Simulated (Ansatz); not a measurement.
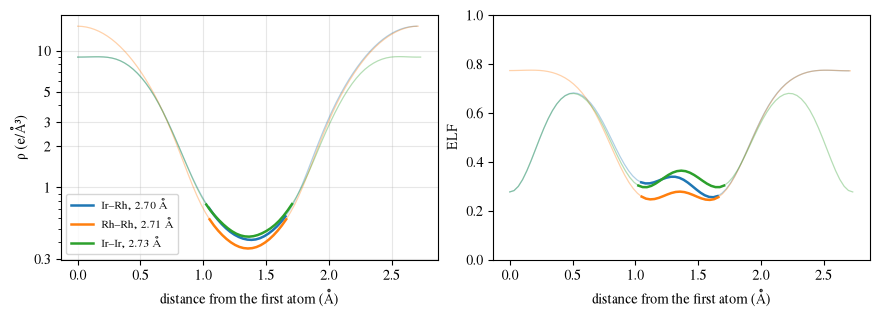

*IrRh2. Valence pseudo-density and ELF along straight lines between neighbouring atoms. Thin, pale parts lie inside the atomic spheres.*

Space group P-6m2; a structure generated by program, which may or may not match a known phase; computed without spin polarisation.

Method: DFT PBE, scalar-relativistic, plane waves, PAW (Ansatz).

The density is the valence pseudo-density of a PAW calculation; it isn't the true density close to the nuclei.

Input file:

```
crystal:
  lattice:
    - [2.7496303872, 0.0, 0.0]
    - [-1.3748151936, 2.3812497663, 0.0]
    - [0.0, 0.0, 13.0759856192]
  atoms:
    - { symbol: Ir, position: [0.6666666667, 0.3333333333, 0.332508933] }
    - { symbol: Ir, position: [0.6666666667, 0.3333333333, 0.667491067] }
    - { symbol: Rh, position: [0.6666666667, 0.3333333333, 0.0] }
    - { symbol: Rh, position: [0.3333333333, 0.6666666667, 0.8331614421] }
    - { symbol: Rh, position: [0.3333333333, 0.6666666667, 0.1668385579] }
    - { symbol: Rh, position: [0.3333333333, 0.6666666667, 0.5] }
basis:
  ecutwfc: 420
kpoints:
  mp_grid: { grid: [18, 18, 4] }
hamiltonian:
  xc: pbe
scf:
  occupations: { method: gaussian, width: 0.1 }
output:
  forces: true
  stress: true
  eigenvalues: true
  write_density: true
  write_potential: true
  elf: true
  volumetric_format: npy
relax:
  adjacent_minimum: "off"
  f_tol: 0.01
  max_steps: 80
  cell: { stress_tol: 0.05 }
```

Launched as:

```sh
ansatz run input.yaml --threads 1 --pin off --max-ram 2560MiB --backend cpu --events-out ev --progress --plain --runs-dir out
```

Below, planes, directions and counts refer to the conventional cell (a = 2.73 Å, b = 2.73 Å, c = 13.23 Å, α = 90.00°, β = 90.00°, γ = 120.00°).

The fields are those of the run's last geometry, not of the input's.

Q: What can be read from the curves?

A: Ir–Rh (2.70 Å): ρ is about 0.41 e/Å³ halfway; the ELF is about 0.35 at the midpoint.
Rh–Rh (2.71 Å): ρ at the midpoint is about 0.36 e/Å³; the ELF is about 0.30 at the midpoint: no shared electron pair shows on this line.
Ir–Ir (2.73 Å): ρ is about 0.44 e/Å³ halfway; the ELF is about 0.35 at the midpoint (no localised pair shows between them).
